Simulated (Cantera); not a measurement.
Feed: 1 mol SiCl₄, 0.018 mol HCl, a varied amount of H₂, equilibrated at 1350 K and 5800 Pa.

Equilibrium computed with Cantera from the NASA thermochemical tables; the gas is ideal and each condensed phase is pure. Candidate condensed phases: Si; 19 gas species. The tables' values for SiCl₃ are old estimates; treat these amounts as uncertain. Rates play no part.

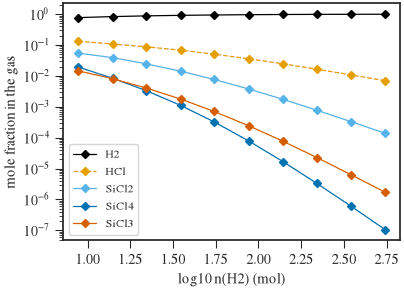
Figure: Equilibrium gas composition (values under 1e-9 drawn at 1e-9)

At 8.8 mol H₂ nothing is condensed. From 14 mol H₂ to 550 mol H₂ the condensed part is Si(s). The main Si-bearing gas is SiCl₂ throughout. The share of Si in condensed phases is highest at 550 mol H₂ (92.1 %) and lowest at 8.8 mol H₂ (0.0 %).
